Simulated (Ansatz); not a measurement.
# CH2AlN (AlH2(CN)) at B3LYP/STO-3G

What is the vertical electron affinity of CH2AlN (AlH2(CN)) at B3LYP/STO-3G? 

The results are computed with Ansatz 0.2.0.

**1. The molecule**

CH2AlN has 5 atoms, charge 0, and is taken as a singlet. As SMILES, `[H][Al]([H])[C]#N`. Geometry: a GFN2-xTB relaxation, a rough one for these elements and not checked as a minimum.

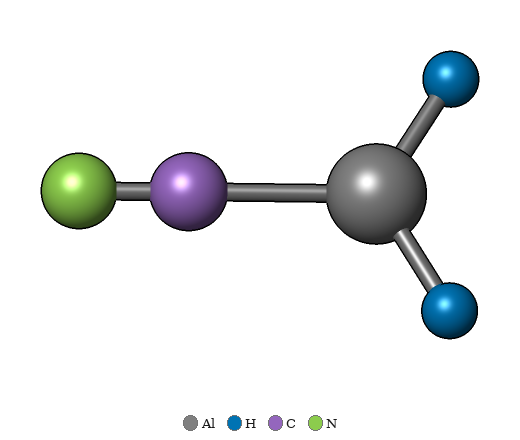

The structure, seen from a chosen angle (aluminium grey, hydrogen blue, carbon purple, nitrogen green).

**2. The energy at B3LYP/STO-3G**

The input, job.yaml:

```yaml
crystal:
  periodic: [false, false, false]
  atoms:
    - {symbol: Al, position_ang: [0.353320, 0.616070, 0.007940]}
    - {symbol: H, position_ang: [1.897570, 0.618400, 0.058740]}
    - {symbol: H, position_ang: [-0.410240, 1.959830, -0.023840]}
    - {symbol: C, position_ang: [-0.634730, -1.095760, -0.014750]}
    - {symbol: N, position_ang: [-1.205910, -2.098530, -0.028080]}
basis:
  gaussian: {orbitals: STO-3G}
accuracy: high
hamiltonian: {xc: {name: B3LYP}}
```

The run is started by

```console
$ ansatz run job.yaml --threads 1 --pin off --max-ram 2610MiB --events-out events.jsonl --progress --plain --runs-dir runs
```

Log:

```text
Warning: RAYON_NUM_THREADS=1 ignored (pool sized by the plan → 1); use --threads N
Functional definition: B3LYP
  name "B3LYP"
  parameter a0 = 0.2
  parameter ax = 0.72
  parameter ac = 0.81
  exchange = (1 - a0 - ax)*slater_x + ax*b88_x + a0*exact_x
  correlation = (1 - ac)*vwn_rpa_c + ac*lyp_c
373 factors; integrals over basis functions are off by at most 2.4e-9 eV
mean field evaluation 1: about -9040.7934 eV, gradient 3.2e1 eV
mean field evaluation 2: about -9033.0286 eV, gradient 6.4e1 eV
mean field evaluation 4: about -9043.8133 eV, gradient 4.2e-1 eV
mean field evaluation 8: about -9043.7383 eV, gradient 4.5e-3 eV
mean field evaluation 16: about -9043.7383 eV, gradient 3.9e-9 eV
mean field -9043.73828037 eV, -332.3512517377 hartree, gradient 4.5e-9 eV, S^2 0.000000; 0 other end points of the search recorded, 0 dependent functions left out
reference -9043.73830701 eV, -332.3512527164 hartree; 14, 14 occupied and 7, 7 virtual orbitals, 373 factors
Total energy: -9043.73830701 eV, -332.3512527164 hartree
```

It took 1.2 s on 1 thread of Arm Neoverse V1, shared host; peak memory 0.096 GiB.

**3. The doublet anion at the same level**

The input, input.yaml:

```yaml
crystal:
  periodic: [false, false, false]
  atoms:
    - symbol: Al
      position_ang: [0.353320, 0.616070, 0.007940]
    - symbol: H
      position_ang: [1.897570, 0.618400, 0.058740]
    - symbol: H
      position_ang: [-0.410240, 1.959830, -0.023840]
    - symbol: C
      position_ang: [-0.634730, -1.095760, -0.014750]
    - symbol: "N"
      position_ang: [-1.205910, -2.098530, -0.028080]
basis:
  gaussian:
    orbitals: STO-3G
hamiltonian:
  xc: {name: B3LYP}
accuracy: high
total_charge: -1
magnetization:
  spin_polarized: true
  initial_magnetization: 1
```

The run is started by

```console
$ ansatz run input.yaml --threads 1 --pin off --max-ram 2610MiB --events-out events.jsonl --progress --plain --runs-dir runs
```

Log (excerpt; [...] marks lines left out):

```text
Warning: RAYON_NUM_THREADS=1 ignored (pool sized by the plan → 1); use --threads N
[... 7 set-up lines as earlier in the session ...]
373 factors; integrals over basis functions are off by at most 2.4e-9 eV
mean field evaluation 1: about -9037.1760 eV, gradient 1.5e1 eV
mean field evaluation 2: about -9033.5456 eV, gradient 3.2e1 eV
mean field evaluation 4: about -9038.6866 eV, gradient 7.0e-1 eV
mean field evaluation 8: about -9038.6252 eV, gradient 2.1e-2 eV
mean field evaluation 16: about -9038.6253 eV, gradient 5.7e-6 eV
mean field -9038.62525738 eV, -332.1633516084 hartree, gradient 6.6e-8 eV, S^2 0.754843; 0 other end points of the search recorded, 0 dependent functions left out
reference -9038.62528457 eV, -332.1633526076 hartree; 15, 14 occupied and 6, 7 virtual orbitals, 373 factors
Total energy: -9038.62528457 eV, -332.1633526076 hartree
```

Run time: 2.3 s. Hardware: 1 thread of Arm Neoverse V1, shared host; peak memory 0.13 GiB.

**4. Results**

At B3LYP/STO-3G:

```
                                         quantity          value
                     singlet CH2AlN: total energy  -332.35125 Eh
                      doublet anion: total energy  -332.16335 Eh
                              doublet anion: ⟨S²⟩          0.755
vertical electron affinity (to the doublet anion)      -5.113 eV
```

**Reading.** The anion lies 5.11 eV (118 kcal/mol) above the neutral: the electron isn't bound at this level, and such a value depends on the basis. Without diffuse functions anions come out too high. In a minimal basis such a difference can be off by several eV, whatever the method.
